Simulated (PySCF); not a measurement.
**C$_{3}$H$_{9}$In, SMILES `C[In](C)C`: what the electrons do**

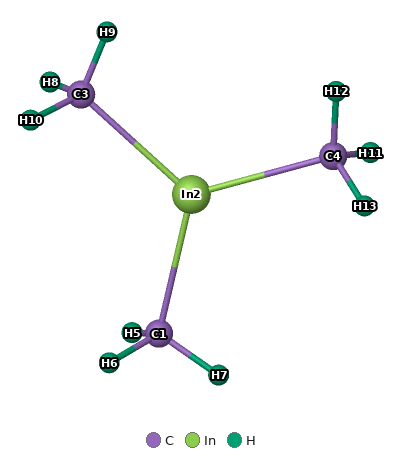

The molecule, with its atoms numbered as below. No frequency check shows the geometry to be a minimum.

Geometry (Å), atoms numbered from 1:

```
C1       0.4742    2.1893   -0.0022
In2     -0.0019   -0.0025    0.0015
C3       1.6721   -1.4961   -0.0022
C4      -2.1393   -0.6837   -0.0017
H5       0.9875    2.4574   -0.9254
H6       1.1272    2.4310    0.8362
H7      -0.4384    2.7783    0.0777
H8       2.2480   -1.4056   -0.9229
H9       1.2805   -2.5096    0.0716
H10      2.3382   -1.3099    0.8398
H11     -2.5899   -0.4800   -0.9728
H12     -2.1997   -1.7526    0.1977
H13     -2.7030   -0.1455    0.7597
```

Part 1: Bonding charge

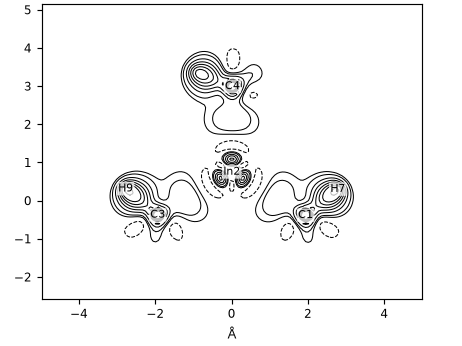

Deformation density (molecule less spherical, spin-averaged free atoms) in the plane of C1, In2, C3, C4, H7 and H9; contours at ±0.05 to ±0.8 e/Å³; solid lines: gain, dashed lines: loss.

Computed with PySCF, PBE0/def2-TZVP, geometry: GFN2-xTB. Core potentials replace the inner electrons of In; spin–orbit coupling isn't included.

Question: How much density has each bond in this plane gained at its critical point, relative to the free atoms?

Answer: C3–H9: +0.68 e/Å³ at the bond critical point (bond length 1.09 Å, Mayer order 1.0). C1–H7: +0.68 e/Å³ at the bond critical point (bond length 1.09 Å, Mayer order 1.0). C1–In2: +0.13 e/Å³ at the bond critical point (bond length 2.24 Å, Mayer order 0.8). In2–C4: +0.13 e/Å³ at the bond critical point (bond length 2.24 Å, Mayer order 0.9). In2–C3: +0.13 e/Å³ at the bond critical point (bond length 2.24 Å, Mayer order 0.8). In all, 2.8 electrons gather in the regions of gain relative to the promolecule. A small or negative value marks a very polar bond, one between electron-rich atoms, whose free-atom densities already overlap strongly, a long bond to a heavier atom, or a closed-shell contact such as a hydrogen bond.

Part 2: Electrostatic potential

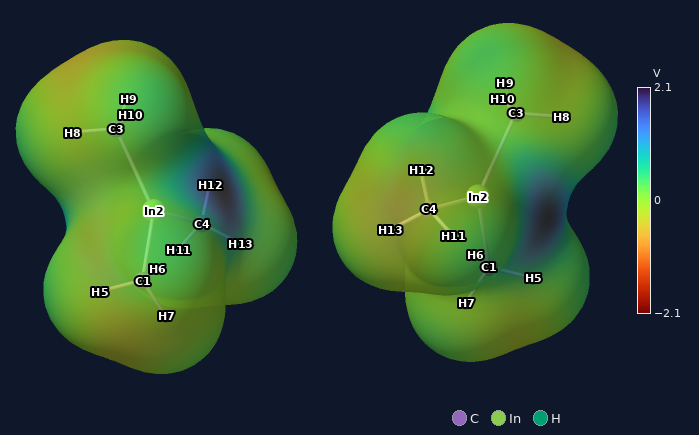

Electrostatic potential on the surface of electron density 0.001 a.u. (back view left, front view right).

Question: Where are the extremes of the potential on the surface?

Answer: Highest: 2.01 V, over In2, off the plane of its three bonds (2.0 Å). Further maxima include 0.37 V, 1.4 Å from H13; 0.30 V, 1.4 Å from H9, and at like points elsewhere. Lowest: −0.49 V, near H5 (1.87 Å), H7 (1.95 Å), H6 (2.02 Å) and C1 (2.03 Å). The surface is sampled at points, so like sites can differ by a few per cent and only the strongest of them is named.

Part 3: In an electric field

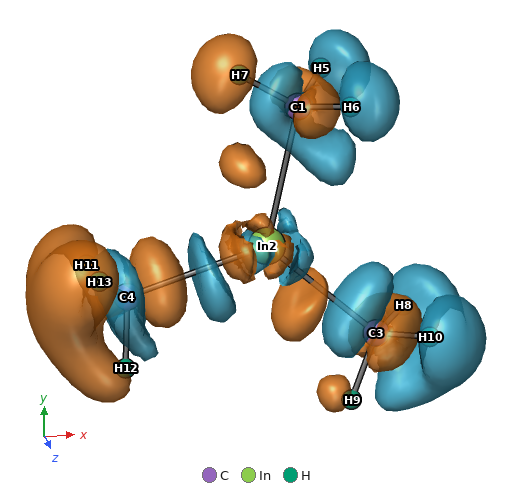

Change of the electron density in a uniform field of 0.21 V/Å, surfaces at ±0.002 e/Å³ (light blue: gain, orange: loss).

Method: PBE0/def2-TZVP; geometry: GFN2-xTB; program: PySCF. Core potentials replace the inner electrons of In; spin–orbit coupling isn't included. A basis without diffuse functions makes polarisabilities too small.

The field was applied in both directions; the picture shows the one opposite to the script's first.

Question: Along which Cartesian direction does the field point?

Answer: Along −x: electrons gather on the +x side, against the field.

Question: What dipole is induced, and what polarisability does it imply?

Answer: The induced dipole is 0.92 D (along the field); α along this axis, from the fields in both directions, is 91 bohr³ (13.5 Å³).

The PySCF runs shown took 14 s and 31 s on 1 thread of Intel(R) Xeon(R) 6975P-C (Granite Rapids), with other jobs on the host.
